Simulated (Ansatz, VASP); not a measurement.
# Ge (Germanium) in two plane-wave programs, part 2 of 2

Wanted: the spread between two codes on one cell, functional and k mesh.

VASP 6.6.1 and Ansatz 0.2.0.

So far. Step 4 (Comparison): The walks stopped with 0.00 GPa left in Ansatz and 0.03 GPa in VASP; each walk ends within a tolerance, so the volume difference is uncertain by about these residues over the bulk modulus, most in soft cells.

## (6) VASP: band structure, HSE06

Level of this step: HSE06; plane waves and PAW (Ge_d) (VASP).

The same cell, functional, mesh and smearing now go to VASP, with its own data sets and cutoff.

INCAR

```
SYSTEM = Ge
PREC = Accurate
ENCUT = 410
EDIFF = 1E-06
NELM = 100
ISMEAR = 0
SIGMA = 0.05
LREAL = .FALSE.
ALGO = Normal
LHFCALC = .TRUE.
AEXX = 0.25
GGA = PE
HFSCREEN = 0.2
LASPH = .TRUE.
NBANDS = 20
PRECFOCK = Fast
LORBIT = 11
LWAVE = .FALSE.
LCHARG = .FALSE.
KPAR = 2
```

POSCAR

```
Ge
1.0
    0.0000000000      2.8315135721      2.8315135721
    2.8315135721      0.0000000000      2.8315135721
    2.8315135721      2.8315135721      0.0000000000
Ge
2
Direct
    0.0000000000      0.0000000000      0.0000000000
    0.2500000000      0.2500000000      0.2500000000
```

KPOINTS

```
Automatic mesh
0
Gamma
4 4 4
0 0 0
```

KPOINTS_OPT

```
Line mode
6
Line-mode
Reciprocal
  0.00000000   0.00000000   0.00000000 GAMMA
  0.50000000   0.00000000   0.50000000 X

  0.50000000   0.00000000   0.50000000 X
  0.50000000   0.25000000   0.75000000 W

  0.50000000   0.25000000   0.75000000 W
  0.37500000   0.37500000   0.75000000 K

  0.37500000   0.37500000   0.75000000 K
  0.00000000   0.00000000   0.00000000 GAMMA

  0.00000000   0.00000000   0.00000000 GAMMA
  0.50000000   0.50000000   0.50000000 L

  0.50000000   0.50000000   0.50000000 L
  0.62500000   0.25000000   0.62500000 U

  0.62500000   0.25000000   0.62500000 U
  0.50000000   0.25000000   0.75000000 W

  0.50000000   0.25000000   0.75000000 W
  0.50000000   0.50000000   0.50000000 L

  0.50000000   0.50000000   0.50000000 L
  0.37500000   0.37500000   0.75000000 K

  0.62500000   0.25000000   0.62500000 U
  0.50000000   0.00000000   0.50000000 X
```

Potentials, in the order of the species: Ge_d (PBE family, release 64).

Launch:

```
$ mpirun -np 2 vasp_std
```

Numbers of over 12 decimals in the logs are rounded to 6 here.

The log of the run:

```text
[banner, memory and clock lines left out]
running    2 mpi-ranks, on    1 nodes
[...]
LDA part: xc-table for (Slater+PW92), standard interpolation
 found WAVECAR, reading the header
 POSCAR, INCAR and KPOINTS ok, starting setup
[...]
reading WAVECAR
 the WAVECAR file was read successfully
 initial charge from wavefunction
 entering main loop
       N       E                     dE             d eps       ncg     rms          rms(c)
DAV:   1    -0.104816148949E+02   -0.10482E+02   -0.54901E-01   404   0.988E+00    0.856E-01
DAV:   2    -0.104861087990E+02   -0.44939E-02   -0.35215E-02   328   0.208E+00    0.585E-01
DAV:   3    -0.104858554262E+02    0.25337E-03   -0.14433E-03   420   0.615E-01    0.380E-01
DAV:   4    -0.104857900706E+02    0.65356E-04   -0.11380E-04   360   0.168E-01    0.231E-01
[...]
DAV:   9    -0.104857377565E+02    0.15806E-05   -0.28903E-07   184   0.397E-03    0.166E-02
DAV:  10    -0.104857366362E+02    0.11203E-05   -0.95373E-08   172   0.263E-03    0.966E-03
DAV:  11    -0.104857365305E+02    0.10565E-06   -0.52019E-08   172   0.179E-03
   1 F= -.10485737E+02 E0= -.10485737E+02  d E =-.866643E-16
 Start KPOINTS_OPT (optional k-point list driver)
k-point batch [1-8\60]
       N       E                     dE             ncg
DAV:   1    -0.207603782636E+04   -0.65664E+04      352
DAV:   2    -0.354647371540E+04   -0.14704E+04      320
DAV:   3    -0.375272694078E+04   -0.20625E+03      356
DAV:   4    -0.376163913934E+04   -0.89122E+01      364
DAV:   5    -0.376179743833E+04   -0.15830E+00      388
DAV:   6    -0.376180103625E+04   -0.35979E-02      376
DAV:   7    -0.376180117968E+04   -0.14343E-03      408
DAV:   8    -0.376180118564E+04   -0.59628E-05      352
DAV:   9    -0.376180118584E+04   -0.19768E-06      248
[...]
k-point batch [57-60\60]
       N       E                     dE             ncg
DAV:   1     0.241595611799E+04   -0.46072E+04      168
DAV:   2     0.165633201008E+04   -0.75962E+03      160
DAV:   3     0.155080122844E+04   -0.10553E+03      184
DAV:   4     0.154664473532E+04   -0.41565E+01      184
DAV:   5     0.154656935647E+04   -0.75379E-01      188
DAV:   6     0.154656760211E+04   -0.17544E-02      192
DAV:   7     0.154656753495E+04   -0.67164E-04      200
DAV:   8     0.154656753164E+04   -0.33036E-05      188
DAV:   9     0.154656753153E+04   -0.11680E-06      128
```

From OUTCAR (step 6):

```text
 POSITION                                       TOTAL-FORCE (eV/Angst)
 -----------------------------------------------------------------------------------
      0.00000      0.00000      0.00000         0.000000      0.000000      0.000000
      1.41576      1.41576      1.41576        -0.000000     -0.000000     -0.000000
 -----------------------------------------------------------------------------------
    total drift:                               -0.000000     -0.000001      0.000000

  FREE ENERGIE OF THE ION-ELECTRON SYSTEM (eV)
  ---------------------------------------------------
  free  energy   TOTEN  =       -10.4857365305 eV

  energy  without entropy=      -10.4857365305  energy(sigma->0) =      -10.48573653

[... 3 further parts left out ...]
[key lines of the parts left out:]
E-fermi :   4.9174
```

## (7) Comparison

What differs besides the data sets and the points named for the pairs above, as far as they apply: exact exchange at q = 0 is treated differently, which shows on coarse meshes; the cutoff is 420 eV in Ansatz and 410 eV in VASP; VASP takes a coarser grid for exact exchange (PRECFOCK = Fast). Total energies have different zeros and are not compared.

The two programs side by side:

```csv
quantity,Ansatz,VASP,difference
gap over the path points (eV),0.879,0.889,-0.009
```

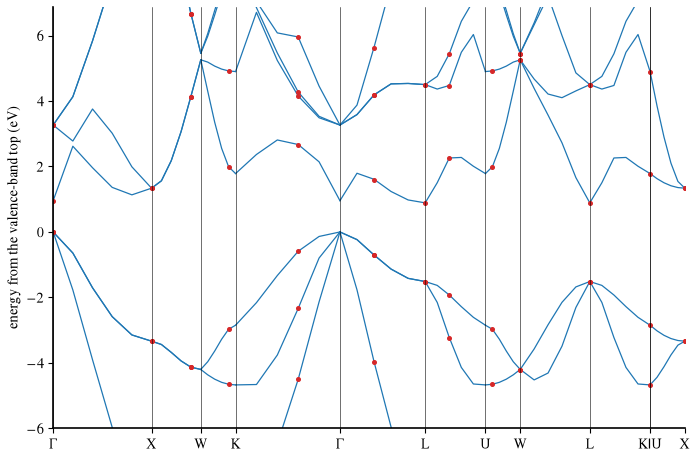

Bands from VASP (lines) and levels from Ansatz (dots). Dots without a line are higher empty bands that the VASP plot leaves out.

Levels at points of the path, from each program's valence-band top (eV; 3 filled, then empty):

| k (reciprocal lattice) | Ansatz | VASP |
| --- | --- | --- |
| 0.000 0.000 0.000 | 0.00 0.00 0.00 0.94 3.26 3.26 | 0.00 0.00 0.00 0.95 3.27 3.27 |
| 0.500 0.000 0.500 | -9.67 -3.34 -3.34 1.33 1.33 10.81 | -9.67 -3.34 -3.34 1.34 1.34 10.83 |
| 0.500 0.200 0.700 | -9.57 -4.13 -4.13 4.13 4.13 6.65 | -9.57 -4.13 -4.13 4.14 4.14 6.67 |
| 0.400 0.350 0.750 | -9.03 -4.65 -2.97 1.99 4.91 7.99 | -9.02 -4.65 -2.97 1.99 4.92 8.00 |
| 0.150 0.150 0.300 | -4.50 -2.34 -0.59 2.66 4.14 4.27 | -4.50 -2.34 -0.59 2.67 4.15 4.28 |
| 0.200 0.200 0.200 | -3.96 -0.70 -0.70 1.60 4.18 4.18 | -3.96 -0.70 -0.70 1.61 4.19 4.19 |
| 0.500 0.500 0.500 | -8.26 -1.51 -1.51 0.88 4.49 4.49 | -8.26 -1.51 -1.51 0.89 4.50 4.50 |
| 0.550 0.400 0.550 | -8.24 -3.23 -1.93 2.25 4.47 5.43 | -8.23 -3.22 -1.93 2.26 4.47 5.44 |
| 0.600 0.250 0.650 | -9.03 -4.65 -2.97 1.99 4.91 7.99 | -9.02 -4.65 -2.97 1.99 4.92 8.00 |
| 0.500 0.250 0.750 | -9.56 -4.20 -4.20 5.25 5.25 5.45 | -9.56 -4.20 -4.20 5.26 5.26 5.46 |

Among the levels compared (up to four filled and three empty ones at each point), filled levels agree within 3 meV and empty ones within 17 meV.

## (8) Outcome

```yaml
difference_in_volume_relaxation_of_cell_and_atoms_r2scan: 0.46 %
difference_in_gap_over_the_path_points_band_structure_hse06: -0.0094 eV
```

In words: The difference in volume is 0.46 % (relaxation of cell and atoms, r2SCAN), within the 1.2 % picked in this series as the mark of a large difference, as far as the stopping tolerances let one tell. How closely two codes agree says nothing of how well the functional describes the real material.

[Lines on the potential files, build, host, timing and source positions are cut from VASP's logs without a mark.]

[Logs are printed without paths, hosts, clocks, repeated set-up lines and the standing remarks that a program may print on its own settings, such as how far it seeks lower states.]

[Hosts, paths, dates, database ids (printed as entryN), source tags and the programs' standing remarks are cut or masked in the printed files.]
